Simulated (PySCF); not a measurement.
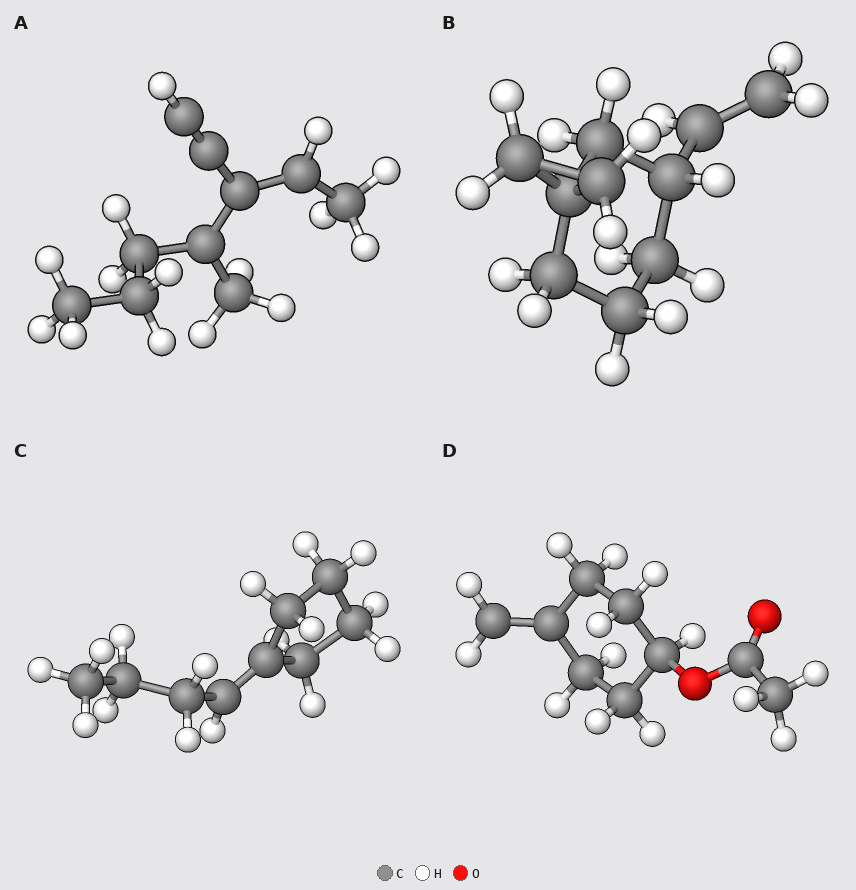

Source: calculation with PySCF.

Which panel belongs to which SMILES?
(1) C=C1CCC(OC(C)=O)CC1
(2) C#C/C(=C/C)[C+](C)CCC
(3) CCCC=C1CCCC1
(4) C=C[C@@H]1CCCC2(CC2)C1

A is (2), B is (4), C is (3), D is (1).
